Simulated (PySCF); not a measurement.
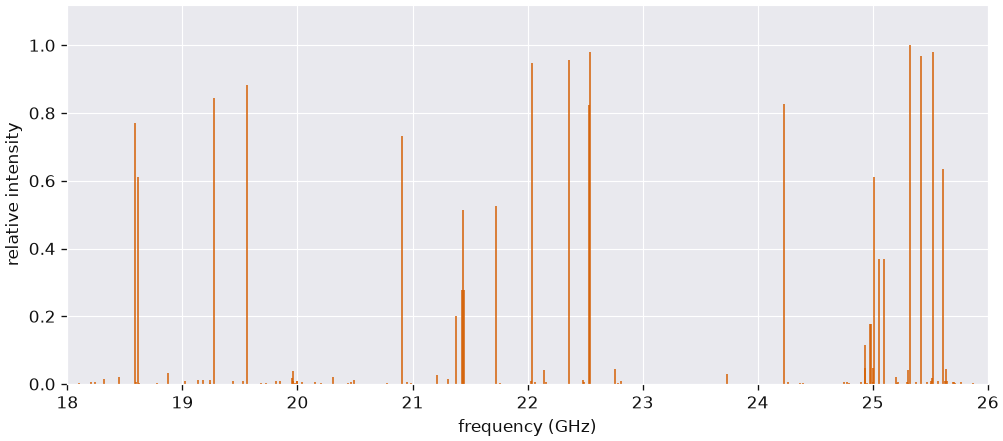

Simulated rotational absorption lines between 18 and 26 GHz at 3 K: rigid rotor with the equilibrium constants and dipole of one optimised conformer (PBE0-D3(BJ)/def2-SVP, PySCF), commonest isotopes; no centrifugal distortion, hyperfine structure, internal rotation or nuclear-spin weights; lines within 1 MHz of each other are summed.

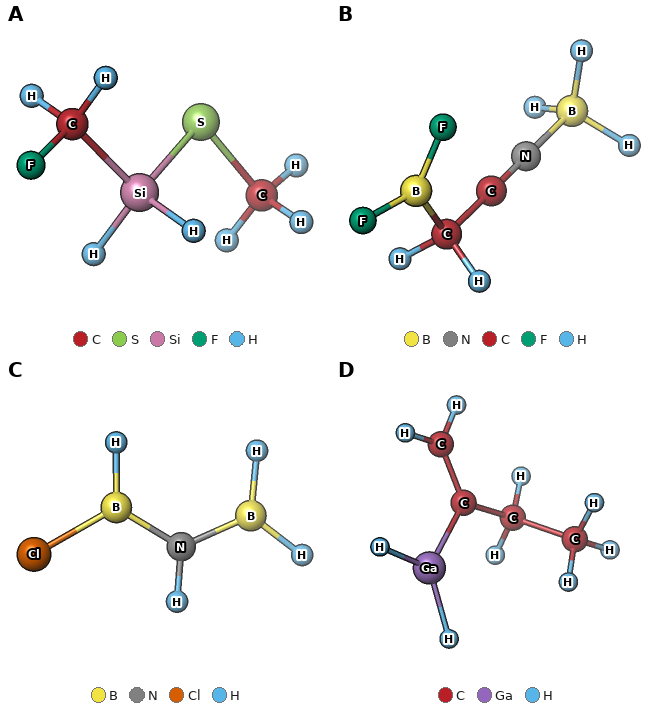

Question: Which molecule gives this spectrum? Choose among the lettered structures.

Answer: Structure D, C₄H₉Ga, SMILES C=[C]([GaH2])CC, singlet. Rotational constants A, B, C = 4.638, 2.022, 1.513 GHz, |μa|, |μb|, |μc| = 0.89, 0.20, 0.08 D.

Note: coarse grid, loose stop and no frequency check, small forces are noise and the end may be a saddle.
